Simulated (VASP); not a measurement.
Band structure of ZrO2 (space group P2_1/c). Calculation: PBEsol GGA, VASP's PBE PAW potentials (set 64) (plane waves; VASP 6.6.1).

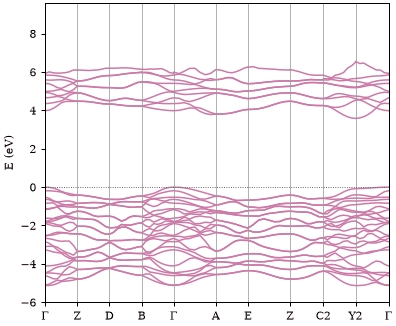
Fig. 1. Bands along high-symmetry lines, zero at the valence-band maximum or, without a gap, the Fermi level

### Question
Read the plot: is there a gap, and where are the band edges?

### Answer
The gap is indirect, 3.58 eV, from the valence maximum at Γ to the conduction minimum at Y2. (Edges off the drawn lines would not show.)

The structure comes from a computed database's ZrO2 entry (P2_1/c), a phase known from measurement. It was relaxed first.
